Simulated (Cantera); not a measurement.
Feed: 1 mol SiCl4, 1.9 mol NH3, 15 mol N2, held at 75.0 Torr.

Method: chemical equilibrium by Gibbs-energy minimisation in Cantera with the NASA 1993 tables (ideal gas, pure condensed phases). Candidate condensed phases: NH4Cl, Si, Si3N4; 28 gas species. The tables' values for SiCl3, SiCl are old estimates; treat these amounts as uncertain. Equilibrium is a limit: real reactors are often held back by kinetics, nucleation or transport.

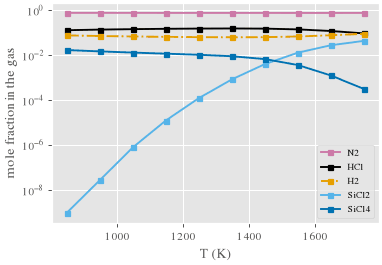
*Equilibrium gas composition (values under 1e-9 drawn at 1e-9)*

Problem. Read off the mole fractions at 1348 K.

Solution. N2 about 0.77, HCl about 0.16, H2 about 0.063, SiCl4 about 0.0091, SiCl2 about 0.00085.
